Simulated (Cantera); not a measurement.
Input: 1 mol Fe2O3, 2.1 mol C, 1.9 mol N2, equilibrated at 32.0 Pa.

Equilibrium computed with Cantera from the NASA thermochemical tables; the gas is ideal and each condensed phase is pure. Candidate condensed phases: C, Fe, Fe(CO)5, FeO, Fe2O3, Fe3O4; 27 gas species. Each liquid is taken as pure. Mutual solubility and eutectic melting of coexisting phases are not modelled. The tables' stoichiometric FeO is somewhat more stable than real wüstite, so its field is too wide. FeO: taken at fixed stoichiometry. Kinetics and transport are ignored.

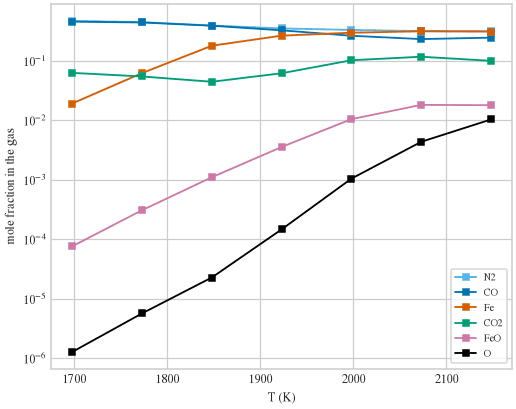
*Equilibrium gas composition (values under 1e-9 drawn at 1e-9)*

Read off the mole fractions at 2073 K.

N2 about 0.31, Fe about 0.31, CO about 0.23, CO2 about 0.12, FeO about 0.018, O about 0.0043.
